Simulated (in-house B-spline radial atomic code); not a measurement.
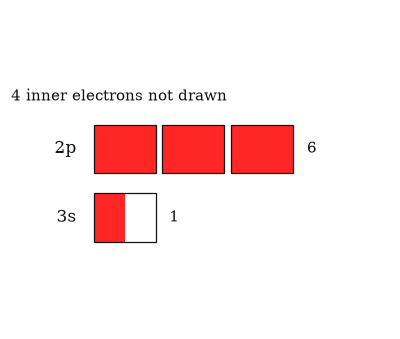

Figure 1. The outer shells as the input fills them: a box for each of the 2l + 1 orbitals, shaded by the share of the shell that is filled, with the electron count at the right.

V¹²⁺: RPA and GW calculation

V¹²⁺, configuration [Ne] 3s1. Computed at this level: RPA, second-order and SOSEX correlation energies and G0W0 (contour deformation) on a scalar-relativistic (spin-free one-electron X2C) mean field, all electrons, B-spline basis (in-house B-spline radial atomic code).

**The input**
```
Z = 23
electrons = 11.0
configuration = [Ne] 3s1
hamiltonian = x2c
method = lda,vwn
lmax = 9
rms_radius = 3.6002
spin_polarised = True
box_radius = 5.84
intervals = 66
ion_configuration = [He] 2s2 2p6
```

The run was one of a batch that the task file lists, launched with:
```bash
python <driver script> task.json out
```

The program writes its results to a structured record and prints no log; tables and figures of this report are taken from that record.

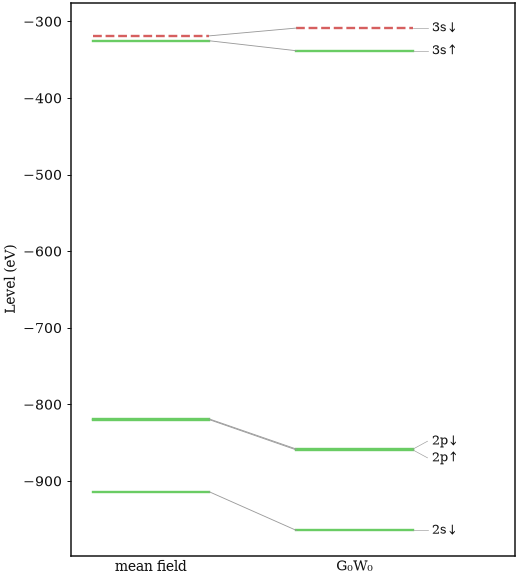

Figure 2. Mean-field and G₀W₀ levels (solid occupied, dashed empty) for V¹²⁺ ([Ne] 3s). All-electron spherical atom, scalar X2C, LDA VWN5 start, no spin-orbit coupling, Breit or QED terms; computed with a B-spline radial code. The quasi-particle equation is solved at full frequency; levels of low quasi-particle weight Z are left out. Σ columns are in eV, and Σc holds an estimate for the angular momenta beyond the basis. G₀W₀ moves the highest occupied level, 3s↑, from −325.3 to −338.3 eV (renormalisation factor Z = 0.98); the semi-empirical removal energy is 336.3 eV, so the error is +2.0 eV. The empty level 3s↓ goes from −318.9 to −308.7 eV.

| Level | Mean field (eV) | Σx − vxc (eV) | Σc (eV) | Z | G₀W₀ (eV) |
| --- | --- | --- | --- | --- | --- |
| 3s↓ | −318.9 | 13.7 | −3.5 | 0.96 | −308.7 |
| 3s↑ | −325.3 | −10.7 | −2.3 | 0.98 | −338.3 |
| 2p↓ | −818.9 | −42.6 | 3.1 | 0.98 | −858.4 |
| 2p↑ | −819.8 | −42.9 | 3.3 | 0.98 | −859.5 |
| 2s↓ | −914.0 | −55.6 | 5.0 | 0.97 | −964.6 |

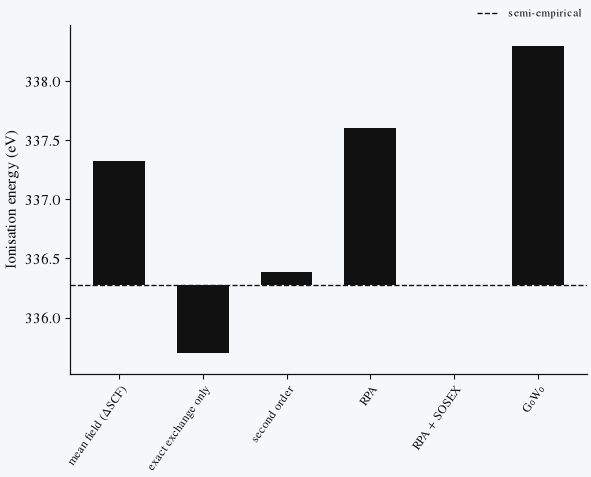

Figure 3. The ionisation energy of V¹²⁺ ([Ne] 3s → [He] 2s² 2p⁶) across levels of theory. Differences of total energies, each species on its own start, beside the G₀W₀ level. The values run from 335.70 eV (exact exchange only) to 338.29 eV (G₀W₀). The semi-empirical value is 336.27 eV; nearest to it come RPA + SOSEX (−0.00) and second order (+0.11), furthest G₀W₀ (+2.02 eV).

| Method | Ionisation energy (eV) |
| --- | --- |
| mean field (ΔSCF) | 337.33 |
| exact exchange only | 335.70 |
| second order | 336.39 |
| RPA | 337.60 |
| RPA + SOSEX | 336.27 |
| G₀W₀ | 338.29 |

**Key numbers**

- outcome: converged
- mean-field total energy: −887.62722 hartree
- total energy with exact exchange alone: −889.44088 hartree
- exact exchange energy: −36.10625 hartree
- RPA correlation, extrapolated in the angular momentum of the empty orbitals: −0.70684 hartree
- RPA correlation, as summed: −0.70334 hartree
- direct second-order term: −0.75529 hartree
- second-order exchange term: 0.29556 hartree
- SOSEX term: 0.27692 hartree
- hardware: 1 CPU thread, shared host
- wall time: 3.6 s

**Notes**

Limits: spin-orbit coupling, Breit and QED terms are absent.
